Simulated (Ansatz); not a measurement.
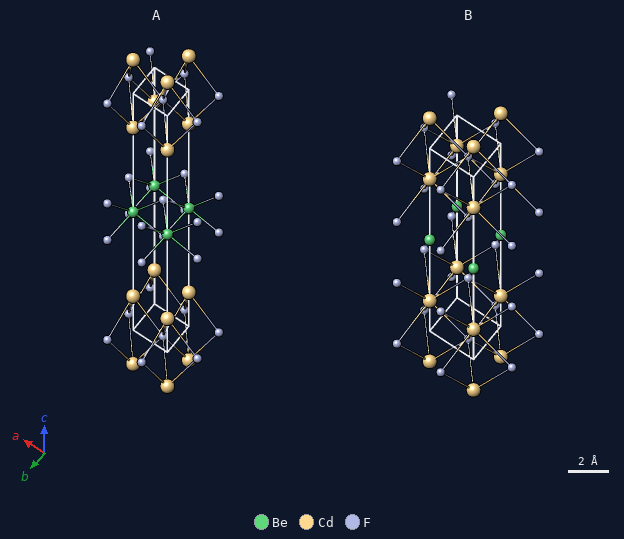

Two geometries of solid BeCd2F3 (a generated structure, set up in P-6m2) (coarse preliminary run), drawn at one scale. One is the start of a relaxation, the other its converged end. The picture is a ball-and-stick view of the cell of the calculation, seen from a free direction.

All numbers below come from DFT PBE, scalar-relativistic, plane waves, PAW (Ansatz). Set-up: plane-wave cutoff 420 eV; k-point mesh 6 × 6 × 2; occupations gaussian; smearing width 0.1 eV; no spin polarisation; cell and atoms relaxed; force threshold 0.04 eV/Å; at most 70 steps.

Which geometry has the lower energy?

Structure A is the relaxed one. After 16 accepted moves (20 points after the start) the energy has fallen by 805 meV per atom. The largest force component goes from 0.29 to 0.011 eV/Å. Pressure: −8.60 GPa at the start and 0.06 GPa at the end. At 4 points the geometry stayed and the basis and grid were re-selected for the new cell (energy shift of 11.4 meV per atom at most each time). The largest moves relative to the cell, 1.22 Å, are those of F atoms. By element the largest moves are F 1.22 Å, Cd 0.32 Å. Be stays in place. The volume changes by −20.5 %, with a = b 3.603 → 2.824 Å (−21.6 %), c 10.593 → 13.720 Å (+29.5 %). Near-neighbour distances that change, for instance: Cd–F 2.728 → 4.165 Å, Be–F 2.728 → 1.946 Å, Cd–Cd 3.603 → 2.824 Å, Cd–F 2.728 → 2.553 Å. The space group stays P-6m2 (No. 187).
